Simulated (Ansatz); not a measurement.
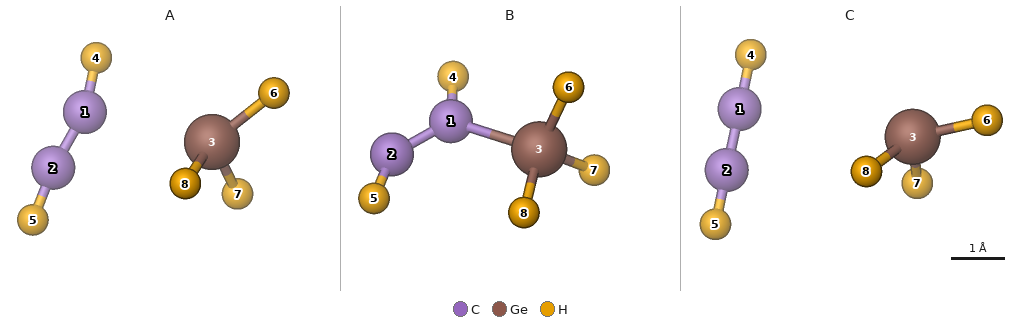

Three geometries of C2H5Ge (multiplicity 2): a saddle point and the two minima that it joins, in shuffled order. A ball-and-stick model, seen at a tilt. Sticks join atoms that are closer than about 1.2 times the sum of their covalent radii (a little more with hydrogen).

Stationary points at PBE0-D4/def2-TZVP, single-point energies with PBE-QIDH (def2-TZVPP where no basis is named; Ansatz 0.2.0). The energies are electronic, without zero-point or thermal terms, and both ends are the minima reached downhill from the saddle, with any fragments still in contact.

Identify the saddle point and describe the reaction.

Frame A is the saddle point. Counted by bonded pieces, C holds C₂H₂ + GeH₃ and B holds C₂H₅Ge. From C over the saddle to B, a bond forms: C1–Ge3 (3.62 → 2.69 → 1.96 Å). The saddle has one imaginary mode, 270i cm⁻¹. With PBE-QIDH the barrier is 5.3 kcal/mol from C and 25.0 kcal/mol from B, and B lies 19.7 kcal/mol below C. By Pauling bond orders of the changing bonds the saddle lies closer to C, the higher end, as Hammond's postulate suggests.

Limits of the set-up: the start holds two separate molecules, 3.5 Å apart at their closest, whose relative position is a soft coordinate.
